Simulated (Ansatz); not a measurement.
# Lattice dynamics of LuH2 (Fm-3m), part 2 of 2

Task: relax LuH2 (Fm-3m), then find its harmonic phonons.

Ansatz 0.2.0; DFT PBEsol, scalar-relativistic, plane waves, norm-conserving pseudopotentials.

So far. Step 3 (Tight relaxation): The forces vanish by symmetry and the pressure is 0.000 GPa, within the tolerances set. The cell now holds 10.13 Å³/atom. The relaxed cell has a = 4.954 Å (conventional setting).

## (4) Zone-centre response

The zone centre comes first: it holds the modes that light can see, as far as symmetry allows. No field response is asked, since the mesh shows no gap.

input.yaml reads:

```yaml
crystal:
  lattice:
    - [0.0, 2.4770976385, 2.4770976385]
    - [2.4770976385, 0.0, 2.4770976385]
    - [2.4770976385, 2.4770976385, 0.0]
  atoms:
    - { symbol: Lu, position: [0.0, 0.0, 0.0] }
    - { symbol: H, position: [0.25, 0.25, 0.25] }
    - { symbol: H, position: [0.75, 0.75, 0.75] }
kpoints:
  mp_grid: { grid: [16, 16, 16] }
hamiltonian:
  xc: pbesol
  pseudopotentials: { kind: nc }
scf:
  occupations: { method: methfessel_paxton, width: 0.15 }
output:
  eigenvalues: true
phonons:
  method: dfpt
```

On the command line:

```sh
$ ansatz run input.yaml --threads 4 --pin off --max-ram 7168MiB --backend cpu --events-out ev --progress --plain --runs-dir out
```

Numbers of over 12 decimals in the logs are rounded to 6 here.

The log of the run:

```text
zone centre: on kpoints.mp_grid the ground state, and the responses unless they are solved on pairs of k-points, stand on 349 of the mesh's 4096 k-points, reduced under 8 symmetry operations, with k and −k counted as one. Each operation leaves every solved displacement unchanged or reverses it
[...]
Crystal: 3 atoms, lattice volume = 30.399 Å³
Basis set: ecut = 1360.569312 eV, 3479 PW (Γ), exchange–correlation on 90×90×90 points (8 copies of the dense FFT grid, shifted against one another)
Bands: 18, of which v1, the nominal top of the filled ones, is band 14 counted from 1 (13 counted from 0)
Symmetry: 48 space group operations
k-points: 349 of 4096 (irreducible under 8 space group operations, time reversal used)
[...]
SCF iter   1: F=—  HF=-6740.723618 eV  |F-HF|=—  |Δ(HF+E_count)|=         —  Δρ=8.89e-2  dr2=2.06e0  ethr=3.10e-3  ⟨swp⟩=5.0  Hψ=26056  notcnv=0
[...]
SCF iter  10: F=-6739.955807 eV  HF=-6739.955807 eV  |F-HF|=9.09e-13  |Δ(HF+E_count)|=  1.46e-11  S|Δr|=    0.00e0  Δρ=8.15e-8  dr2=7.52e-13  ethr=1.00e-12  ⟨swp⟩=9.6  Hψ=37938  notcnv=0
SCF 1 converged in 10 iterations: F = -6739.955807 eV  dr2 = 7.52e-13
DFPT response loops at Γ: preconditioner auto → Kerker (q_TF=auto, 2.675 Å⁻¹) (partly filled bands, converged f_vac=0.000); β = 1.00, the filter's whole step (`scf.mixing.beta` (0.50) is not read by the response loops under this deck's `scf.mixing.preconditioner`; to damp them name `kerker` or `kerker_dos`, under which they read `scf.mixing.beta`, and type it under 1.00, their step now; both keys bind the ground state too); Broyden in place of MSR1
SCF converged after 10 iterations
[...]
Free energy (F): -6739.955807 eV
[...]
Internal energy: -6739.955415 eV  (E = F + TS)
E sigma→0 (E₀):  -6739.955709 eV
Entropy (-TS):   -0.000392 eV (-0.131 meV/atom)
Fermi energy:    14.751933 eV
[...]
--- Band table (eV; the first three rows and the last of 349) ---
  k-point 0: bands = [... 10 lower, 10.1915, 10.1915, 14.4598, 16.1633, 16.1633, 16.1633, 19.1403, 19.1403]
  k-point 1: bands = [... 10 lower, 10.1879, 10.1916, 13.9314, 16.2187, 16.2187, 16.8062, 19.0696, 19.0696]
  k-point 2: bands = [... 10 lower, 10.1780, 10.1919, 13.0977, 16.3626, 16.3626, 17.9598, 18.9138, 18.9138]
  k-point 348: bands = [... 10 lower, 10.1585, 10.4377, 10.4377, 13.6099, 16.5786, 21.0870, 21.5448, 21.5448]
--- Phonons (Γ-DFPT): 2 representative perturbations + reference, on 349 of 4096 k-points (Σ response iterations 7) ---
  k mesh reduced under 8 symmetry operations, with k and −k counted as one. Each operation leaves every solved displacement unchanged or reverses it
  ASR residual: 1.148e-4 → 0.000e0 eV/Å²; symmetrization residual: 1.477e-6 eV/Å²
  ASR residual per site (eV/Å²): 1.15e-4 8.38e-6 8.38e-6
  Γ frequencies (cm⁻¹): 0.00 0.00 0.00 996.20 996.20 996.20 1205.63 1205.63 1205.63
  non-analytic LO–TO correction: not included (Born effective charges unavailable; polar crystals: no LO–TO splitting at Γ)
```

It took 1.9 min on 4 threads of Arm Neoverse N1, shared host; peak memory 2.7 GiB; 7.6 min of CPU time.

Reading the cycles: dr2 is the Hartree energy of the density residual (eV), the measure of convergence; HF is the Harris–Foulkes estimate of the energy, which meets the free energy F at convergence.

Numbers from this step:

```yaml
sum_rule_residual_before_enforcement: 1.15e-4 eV/Å²
point_group: m-3m
highest_optical_mode_at_the_zone_centre_no_lo_to_term: 1206 cm⁻¹
lowest_optical_zone_centre_mode: 996.2 cm⁻¹
```

Patterns of degenerate modes are one choice out of their space. Modes at Γ, with each element's share of the kinetic energy:

| mode | frequency (cm⁻¹) | symmetry | Lu % | H % |
| --- | --- | --- | --- | --- |
| 1 | 0.0 | acoustic | 99 | 1 |
| 2 | 0.0 | acoustic | 99 | 1 |
| 3 | 0.0 | acoustic | 99 | 1 |
| 4 | 996.2 | T1u | 1 | 99 |
| 5 | 996.2 | T1u | 1 | 99 |
| 6 | 996.2 | T1u | 1 | 99 |
| 7 | 1205.6 | T2g | 0 | 100 |
| 8 | 1205.6 | T2g | 0 | 100 |
| 9 | 1205.6 | T2g | 0 | 100 |

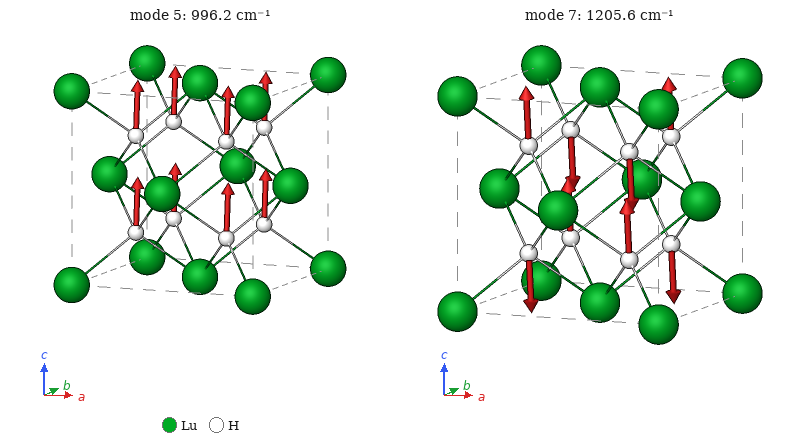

Displacement patterns of modes 5 and 7 at Γ; arrows are exaggerated. Some periodic images of atoms are drawn too.

Before it was imposed, the acoustic sum rule was missed by 1.1e-4 eV/Å². Small misses are needed for a sound result but don't prove that mesh and cutoff are converged. The lowest optical mode is real, 996 cm⁻¹.

## (5) Response at finite wavevector

Stability and thermal properties need the whole zone. Linear response on a 4×4×4 q mesh gives force constants as far as a supercell of that size would.

input.yaml, as its differences from that of step 4:

```diff
@@ -20 +20,8 @@
   method: dfpt
+  qmesh: [4, 4, 4]
+  temperatures: { t_max: 1000, t_step: 50 }
+  qpath:
+    path:
+      - [[0.0, 0.0, 0.0], [0.5, 0.0, 0.5], [0.625, 0.25, 0.625]]
+      - [[0.375, 0.375, 0.75], [0.0, 0.0, 0.0], [0.5, 0.5, 0.5], [0.5, 0.25, 0.75], [0.5, 0.0, 0.5]]
+    npoints: 10
```

The log of the run:

```text
Engine: ansatz 0.2.0, aarch64-unknown-linux-gnu
Pseudopotentials: kind: nc
Pseudopotential: Lu, nc, valence charge 25, recommended cutoff 1360.569312 eV (normal), Lu.nc.azcp (PseudoDojo's, or run here from an input of PseudoDojo's: the run reads no file of this project's for it)
Pseudopotential: H, nc, valence charge 1, recommended cutoff 979.609905 eV (normal), H.nc.azcp (PseudoDojo's, or run here from an input of PseudoDojo's: the run reads no file of this project's for it)
Functional definition: PBEsol
  exchange = pbesol_x
  correlation = pbesol_c
Error: memory limit exceeded: the `cold-start seed` phase of `dfpt pair set` needs 9.71 GiB against the run's memory maximum of 7.00 GiB; largest carriers: wavefunctions 7.61 GiB, plane-wave basis 1.71 GiB, unmodelled-tail allowance 0.36 GiB, source scf tables 0.03 GiB, fft grid 0.00 GiB; this run sums exchange and correlation above basis.xc_grid: 1 (its plan line states the level, which a resume's fixed deck keeps): [...]
with nothing else changed it takes a maximum of at least 9.72 GiB, with nothing to spare, and 10.69 GiB leaves up to a tenth: --max-ram 10.69GiB where that set the maximum, else more of the term that did, and with no share typed, where 10.69 GiB is over 0.88 of the host's memory or its container's limit, a share of 0.88 or more that holds the maximum too (--max-ram-frac F), where one does; The budget is ten elevenths [...]
```

It took 33 s on 4 threads; peak memory 1.9 GiB.

The program refused the input before any cycle.

The program's message: “memory limit exceeded: the `cold-start seed` phase of `dfpt pair set` needs 9.71 GiB against the run's memory maximum of 7.00 GiB; largest carriers: wavefunctions 7.61 GiB, plane-wave basis 1.71 GiB, …”

## (6) Another isotope

An isotope changes the mass and not the force constants, so no new electronic calculation is needed; the shifts show which modes move this element.

The same force constants with the mass of H changed from 1.008 to 2.014 u (phonopy, no LO-TO term). Both lists are sorted by frequency; levels can cross, so a row need not hold one and the same mode. Modes under 3 cm⁻¹ are left out. Isotope shifts, by row:

| q | rank | natural mass (cm⁻¹) | changed mass (cm⁻¹) |
| --- | --- | --- | --- |
| 0 0 0 | 4 | 996.2 | 708.7 |
| 0 0 0 | 5 | 996.2 | 708.7 |
| 0 0 0 | 6 | 996.2 | 708.7 |
| 0 0 0 | 7 | 1206 | 852.9 |
| 0 0 0 | 8 | 1206 | 852.9 |
| 0 0 0 | 9 | 1206 | 852.9 |

A mode of this element alone would shift by -29.26 %. The highest zone-centre frequency without the field goes from 1205.6 to 852.9 cm⁻¹ (-29.3 %). The product of the frequency ratios over all optical modes at Γ is 0.127; the product rule, (m/m′)^(3k/2) (M′/M)^(3/2) with k = 2 such atoms and M the mass of the cell, gives 0.127.

## (7) Results

```
space group after relaxation (within 0.01 Å)            : Fm-3m
volume per atom                                         : 10.1 Å³
electronic character                                    : no gap on this mesh
highest optical mode at the zone centre (no LO-TO term) : 1206 cm⁻¹
lowest optical zone-centre mode                         : 996 cm⁻¹
imaginary modes at Γ (the only wavevector solved)       : none
```

In words: The structure is stable against zone-centre distortions, since no mode there is imaginary; other wavevectors were not solved, so zone-boundary instabilities are untested. The optical modes at Γ span 996 to 1206 cm⁻¹. No dispersion was computed. The highest mode in this list at Γ, 1205.6 cm⁻¹, is mostly motion of H (100 % of the kinetic energy). With no gap, or one that is small against the smearing, the frequencies hang on the k mesh and the smearing, most of all near Kohn anomalies. The phonon runs are without spin polarisation, although the cell has an odd electron count. Spin-orbit coupling is left out, which can matter for the heavy elements here. These are harmonic frequencies at zero temperature: anharmonic shifts, linewidths and thermal expansion are left out.

[Logs are printed without paths, hosts, clocks, repeated set-up lines and the standing remarks that a program may print on its own settings, such as how far it seeks lower states.]

[Hosts, paths, dates, database ids (printed as entryN), source tags and the programs' standing remarks are cut or masked in the printed files.]
